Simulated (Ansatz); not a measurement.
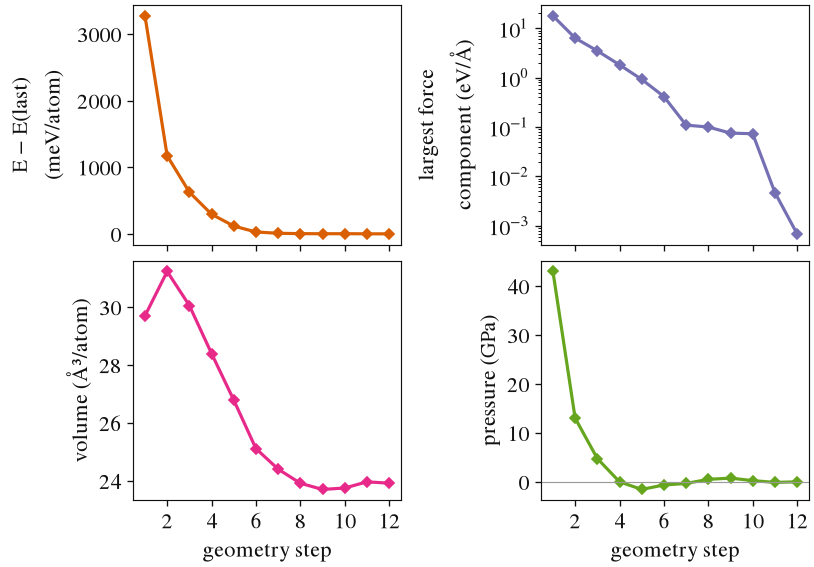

History of a geometry optimisation. Atoms and cell relax. A closing SCF on a freshly chosen basis isn't drawn.

```
crystal:
  lattice:
    - [6.36134, 0.0, 0.0]
    - [-3.18067, 5.509084, 0.0]
    - [0.0, 0.0, 6.779371]
  atoms:
    - { symbol: Sb, position: [0.03, 0.37, 0.25] }
    - { symbol: Sb, position: [0.66, 0.03, 0.75] }
    - { symbol: Sb, position: [0.63, 0.66, 0.25] }
    - { symbol: Sb, position: [0.97, 0.63, 0.75] }
    - { symbol: Sb, position: [0.34, 0.97, 0.25] }
    - { symbol: Sb, position: [0.37, 0.34, 0.75] }
    - { symbol: Si, position: [0.3333, 0.6667, 0.25] }
    - { symbol: Si, position: [0.6666, 0.3333, 0.75] }
  symmetry: { tolerance: 0.0003 }
kpoints:
  mp_grid: { grid: [3, 3, 3], shift: [0, 0, 0] }
magnetization:
  spin_polarized: false
scf:
  occupations: { method: gaussian, width: 0.2864 }
hamiltonian:
  pseudopotentials: { kind: paw }
  xc: pbesol
basis:
  ecutwfc: 420
output:
  forces: true
  stress: true
  eigenvalues: true
relax:
  max_steps: 40
  cell: {}
```

Launched with:
```bash
ansatz run input.yaml --threads 1 --pin off --max-ram 2560MiB --backend cpu --events-out ev --progress --plain --runs-dir out
```

### How did it end, and what did it gain?

The optimisation met its thresholds at geometry 12, counting the start as the first. The energy fell by about 3300 meV/atom from the first step to the last. Step 10 went uphill and was rejected by the line search. The largest force component goes from about 18 eV/Å at the start to 7 × 10⁻⁴ eV/Å at the end.

### What happens to the cell?

The volume shrinks from 29.7 to 23.9 Å³ per atom (−19 %), as the pressure goes from 43 GPa to about 0 GPa. The start was expanded.
